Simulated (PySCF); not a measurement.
# UM06-2X/STO-6G run of BNH3 (SMILES B[NH])

What is the energy change on altering one bond length of BNH3 at UM06-2X/STO-6G? 

The results are computed with PySCF 2.14.0.

9 further runs of the same task are left out: 9 set aside as unsound or not needed.

## Step 1: Starting point

BNH3 has 5 atoms, charge 0, and is taken as a doublet. SMILES: `B[NH]`. The shape is that of a PBE0-D4/def2-TZVP optimisation.

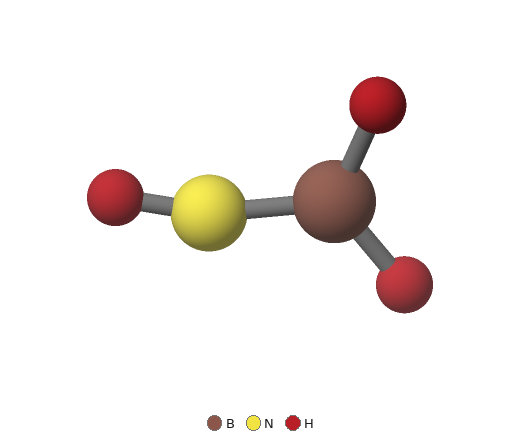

The structure, seen from a chosen angle (boron brown, nitrogen yellow, hydrogen red).

## Step 2: A single-point energy at UM06-2X/STO-6G

input.py

```python
from pyscf import gto, dft

system = gto.M(
    atom='''
B     -0.587327    -0.699388    -0.173099
N      1.003823     1.238149    -0.037417
H     -0.783858    -2.092683     1.629889
H     -1.821885    -1.083002    -2.044495
H      2.283545     2.497651     0.546698
''',
    unit='bohr',
    verbose=4,
    max_memory=1860,
    spin=1,
    basis='sto-6g',
)

mf = dft.UKS(system)
mf.xc = 'm06-2x'
mf.grids.level = 5
mf.conv_tol = 1e-10
mf.kernel()
if not mf.converged:
    mf = mf.newton().run(mf.mo_coeff, mf.mo_occ)

energy = mf.e_tot
print('Final energy', energy)
```

On the command line:

```bash
$ OMP_NUM_THREADS=1 python input.py
```

Log:

```text
PySCF version 2.14.0

[INPUT] num. atoms = 5
[INPUT] num. electrons = 15
[INPUT] charge = 0
[INPUT] spin (= nelec alpha-beta = 2S) = 1
[INPUT] symmetry False subgroup None
[INPUT] Mole.unit = bohr
[INPUT] Symbol           X                Y                Z      unit          X                Y                Z       unit  Magmom
[INPUT]  1 B     -0.310800063758  -0.370100191191  -0.091600046033 AA   -0.587327000000  -0.699388000000  -0.173099000000 Bohr   0.0
[INPUT]  2 N      0.531200255397   0.655200234523  -0.019800223701 AA    1.003823000000   1.238149000000  -0.037417000000 Bohr   0.0
[INPUT]  3 H     -0.414799790197  -1.107400153280   0.862500115129 AA   -0.783858000000  -2.092683000000   1.629889000000 Bohr   0.0
[INPUT]  4 H     -0.964100022917  -0.573099977781  -1.081900161840 AA   -1.821885000000  -1.083002000000  -2.044495000000 Bohr   0.0
[INPUT]  5 H      1.208399974110   1.321699990032   0.289300122856 AA    2.283545000000   2.497651000000   0.546698000000 Bohr   0.0

nuclear repulsion = 27.1481303380609
number of shells = 9
number of NR pGTOs = 78
number of NR cGTOs = 13
basis = sto-6g
ecp = {}

******** <class 'pyscf.dft.uks.UKS'> ********
method = UKS
initial guess = minao
damping factor = 0
level_shift factor = 0
DIIS = <class 'pyscf.scf.diis.CDIIS'>
diis_start_cycle = 1
diis_space = 8
diis_damp = 0
SCF conv_tol = 1e-10
SCF conv_tol_grad = None
SCF max_cycles = 50
direct_scf = True
direct_scf_tol = 1e-13
number electrons alpha = 8  beta = 7
XC library pyscf.dft.libxc version 7.0.0
    S. Lehtola, C. Steigemann, M. J.T. Oliveira, and M. A.L. Marques.,  SoftwareX 7, 1–5 (2018)
XC functionals = m06-2x
    Y. Zhao and D. G. Truhlar.,  Theor. Chem. Acc. 120, 215 (2008)
    Y. Zhao and D. G. Truhlar.,  Theor. Chem. Acc. 120, 215 (2008)
radial grids:
    Treutler-Ahlrichs [JCP 102, 346 (1995); DOI:10.1063/1.469408] (M4) radial grids

becke partition: Becke, JCP 88, 2547 (1988); DOI:10.1063/1.454033
pruning grids: <function nwchem_prune>
grids dens level: 5
symmetrized grids: False
atomic radii adjust function: <function treutler_atomic_radii_adjust>
small_rho_cutoff = 0
Set gradient conv threshold to 1e-05
tot grids = 155896
init E= -81.1041988704921
[... the frontier-level lines of each cycle are left out ...]


cycle= 1 E= -81.011104513369  delta_E= 0.0931  |g|= 0.211  |ddm|= 1.86
cycle= 2 E= -81.014213299728  delta_E= -0.00311  |g|= 0.243  |ddm|= 0.515
cycle= 3 E= -81.0497304569542  delta_E= -0.0355  |g|= 0.0233  |ddm|= 0.278
cycle= 4 E= -81.0509720967851  delta_E= -0.00124  |g|= 0.0101  |ddm|= 0.065
cycle= 5 E= -81.0512661352054  delta_E= -0.000294  |g|= 0.00393  |ddm|= 0.0326
cycle= 6 E= -81.0513269693037  delta_E= -6.08e-05  |g|= 0.000779  |ddm|= 0.0223
cycle= 7 E= -81.0513290032483  delta_E= -2.03e-06  |g|= 0.000373  |ddm|= 0.00274
cycle= 8 E= -81.0513296577626  delta_E= -6.55e-07  |g|= 0.00011  |ddm|= 0.00225
cycle= 9 E= -81.0513297031027  delta_E= -4.53e-08  |g|= 1.65e-05  |ddm|= 0.000645
cycle= 10 E= -81.0513297036445  delta_E= -5.42e-10  |g|= 2.91e-06  |ddm|= 6.73e-05
cycle= 11 E= -81.0513297036536  delta_E= -9.14e-12  |g|= 5.68e-07  |ddm|= 7.1e-06
Extra cycle  E= -81.0513297036539  delta_E= -2.42e-13  |g|= 3.79e-07  |ddm|= 1.42e-06
converged SCF energy = -81.0513297036539  <S^2> = 0.76118018  2S+1 = 2.0111491
Final energy -81.05132970365386
```

Wall time 4.8 s (1 thread of AMD EPYC 9R14 (Zen 4), shared host); peak memory 0.19 GiB.

## Step 3: The distorted shape, same level

job.py

```python
from pyscf import gto, dft

mol = gto.M(
    atom='''
B     -0.489059    -0.002733    -1.074604
N      1.102090     1.934804    -0.938922
H     -0.783858    -2.092683     1.629889
H     -1.723617    -0.386347    -2.946000
H      2.381813     3.194306    -0.354807
''',
    verbose=3,
    charge=0,
    unit='bohr',
    max_memory=1860,
    basis='sto-6g',
    spin=1,
)

mf = dft.UKS(mol, xc='m06-2x')
mf.grids.level = 5
mf.conv_tol = 1e-10
mf.kernel()
if not mf.converged:
    mf = mf.newton().run(mf.mo_coeff, mf.mo_occ)

e_tot = mf.e_tot
print(f'total energy: {e_tot:.8f} hartree')
```

On the command line:

```bash
$ OMP_NUM_THREADS=1 python job.py
```

Log:

```text
converged SCF energy = -80.9600421171126  <S^2> = 0.81976197  2S+1 = 2.068586
total energy: -80.96004212 hartree
```

Wall time 5.1 s (1 thread of AMD EPYC 9R14 (Zen 4), shared host); peak memory 0.19 GiB.

## Step 4: Summary of results

Level: UM06-2X/STO-6G.

```
                                                         quantity         value
                                        first shape: total energy  -81.05133 Eh
                                       first shape: dipole moment        1.84 D
                  first shape: HOMO energy (highest over α and β)      -7.29 eV
                   first shape: LUMO energy (lowest over α and β)       1.09 eV
                                                first shape: ⟨S²⟩         0.761
                                    distorted shape: total energy  -80.96004 Eh
                                   distorted shape: dipole moment        1.35 D
              distorted shape: HOMO energy (highest over α and β)      -6.86 eV
               distorted shape: LUMO energy (lowest over α and β)       0.47 eV
                                            distorted shape: ⟨S²⟩         0.820
energy change with the B1–H3 bond stretched from 1.210 to 1.815 Å      2.484 eV
```

**Reading.** With the B1–H3 bond stretched from 1.210 to 1.815 Å the energy rises by 2.48 eV (240 kJ/mol). The first shape isn't relaxed at this level, so the change isn't measured from a minimum. The minimal basis adds a large error of its own. Mulliken charges (first shape) run from -0.32 on N2 to +0.24 on H5. Mulliken charges (distorted shape) run from -0.36 on N2 to +0.23 on H5; they depend strongly on the basis.
